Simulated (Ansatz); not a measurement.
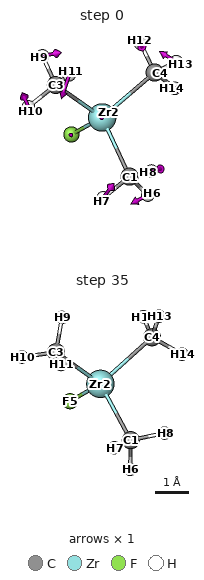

The structure of C₃H₉FZr before (top) and after (bottom) a relaxation, at one scale. The purple arrows give the displacements, at their true length.

The picture is a ball-and-stick view, seen at a tilt.

The start comes from GFN2-xTB.

Method: RKS PBE0-D4/def2-TZVP in Ansatz. (force threshold 0.005 eV/Å; at most 150 steps)

Q: Describe what moved and what it gained.

A: H11 moves most after the best rigid fit: 0.80 Å. Largest moves by element: H 0.80 Å, F 0.11 Å, Zr 0.11 Å, C 0.08 Å. Some distances before and after: C1–Zr2 2.229 → 2.214 Å, Zr2–C4 2.229 → 2.215 Å, C1–H6 1.106 → 1.095 Å, C1–H8 1.103 → 1.098 Å. Among the angles between lasting bonds that change: Zr2–C1–H8 115.4° → 110.1°, Zr2–C4–H13 115.5° → 110.3°, Zr2–C3–H11 115.5° → 110.9°. Groups turn about Zr2–C3 by about 45°, C1–Zr2 by about 40°, Zr2–C4 by about 30°. Over 28 accepted moves (35 points after the start) the energy falls by 5.11 kJ/mol. Largest force component: 0.26 eV/Å at the start, 0.0035 eV/Å at the end. The line search rejected the trial steps at points 7, 15, 17, 18, 24, 26, 34 of the run. The forces were under the threshold at step 5, but the run went on from there. The run took 3 min on 4 threads of Arm Neoverse V1, on a shared host.
